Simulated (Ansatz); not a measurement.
System (SMILES): [AsH2] (AsH2), doublet.
Atoms: As1, H2, H3. Bonds: As1-H2, As1-H3.

Basis-set convergence of the lowest harmonic wavenumber at MP2 with Ansatz (a quantum-chemistry and plane-wave program). Each level at its own minimum, finite differences of forces, unscaled; the reference is a large set that could be run, not a limit. Cartesian d functions, on some or all atoms, in 3-21G, 6-31G; all else is spherical. Cores are frozen (with 3d on Ga to Br). Open shells are unrestricted. No added dispersion term, no relativity. Reference: the value in pcseg-3, 1023 cm⁻¹, itself unsure by roughly 2 cm⁻¹ (its mean distance from cc-pVQZ, aug-pcseg-2, aug-cc-pVTZ). Deviations are taken from unrounded values.

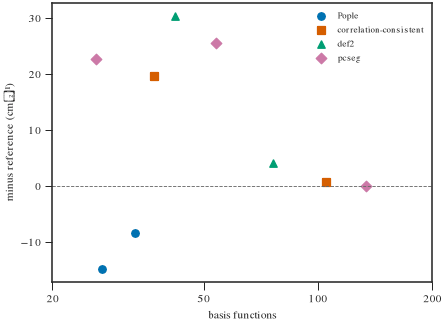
Figure. Deviation from the reference against the number of basis functions, by family of sets.

```csv
basis,functions,lowest harmonic wavenumber (cm⁻¹),minus reference (cm⁻¹)
pcseg-0,26,1045,23
3-21G,27,1008,-15
6-31G,33,1014,-8
cc-pVDZ,37,1042,20
def2-SVP,42,1053,30
aug-pcseg-1,54,1048,26
def2-TZVPP,76,1027,4
aug-cc-pVTZ,105,1023,1
pcseg-3,134,1023,0
```
